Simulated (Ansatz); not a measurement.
Input

```
crystal:
  periodic: [false, false, false]
  atoms:
    - symbol: C
      position_ang: [0.332079, 0.007247, 0.045493]
    - symbol: F
      position_ang: [-0.404884, -0.538035, 1.058590]
    - symbol: O
      position_ang: [0.114167, -1.862012, -1.818471]
    - symbol: S
      position_ang: [-0.347033, -0.273141, -1.575644]
    - symbol: H
      position_ang: [-0.582722, -2.414892, -1.440334]
    - symbol: H
      position_ang: [1.348762, -0.418289, 0.073112]
    - symbol: H
      position_ang: [0.379415, 1.104313, 0.166219]
basis:
  gaussian:
    orbitals: def2-TZVPD
output:
  forces: true
  orbitals: {seedname: orbitals}
hamiltonian:
  xc: {name: PBE0}
total_charge: 0
```

Run with:

```sh
ansatz run input.yaml --threads 1 --pin off --max-ram 2610MiB --events-out events.jsonl --progress --plain --runs-dir runs
```

Geometry: PBE0-D3(BJ)/def2-SVP.

Method: Ansatz, isolated molecule in a Gaussian basis; Kohn-Sham density functional theory, functional PBE0.

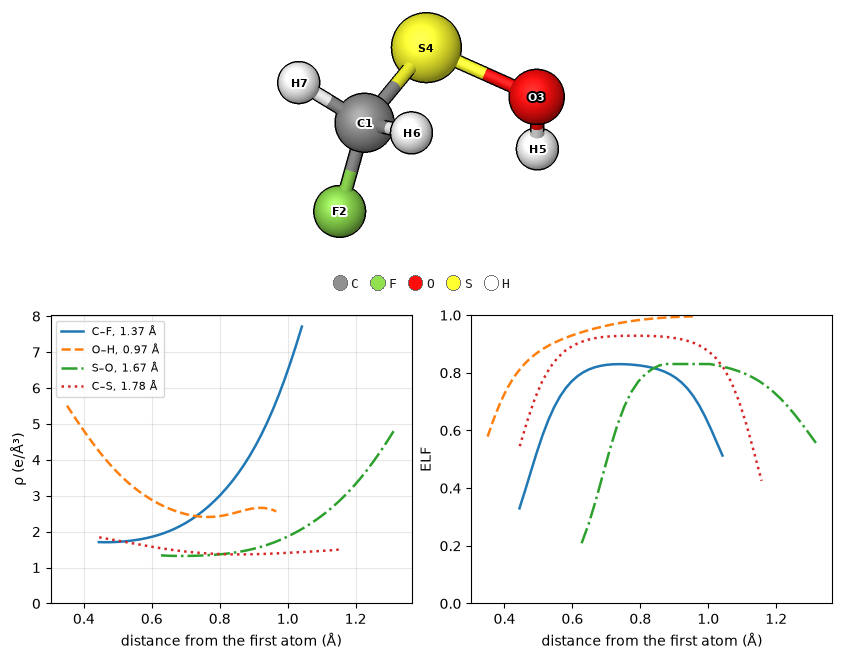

CH3FOS. Electron density and ELF along straight lines between neighbouring atoms. The curves leave out the atomic cores. The structure is drawn too.

Question: What can be read from the curves?

Answer: C–F (1.37 Å): ρ is about 2.2 e/Å³ halfway, with its minimum of 1.7 e/Å³ about 0.5 Å from C; the ELF peaks at about 0.85 between the atoms, as expected for a polar covalent bond.
O–H (0.97 Å): ρ at the midpoint is about 3.8 e/Å³; the ELF climbs to about 1 towards the hydrogen, as it does in any bond to H; an ordinary covalent bond to hydrogen.
S–O (1.67 Å): the density is about 1.4 e/Å³ at the midpoint; the ELF peaks at about 0.85 between the atoms, as expected for a shared but strongly polarised pair.
C–S (1.78 Å): ρ is about 1.4 e/Å³ halfway; the ELF peaks at about 0.95 between the atoms (a covalent bond).
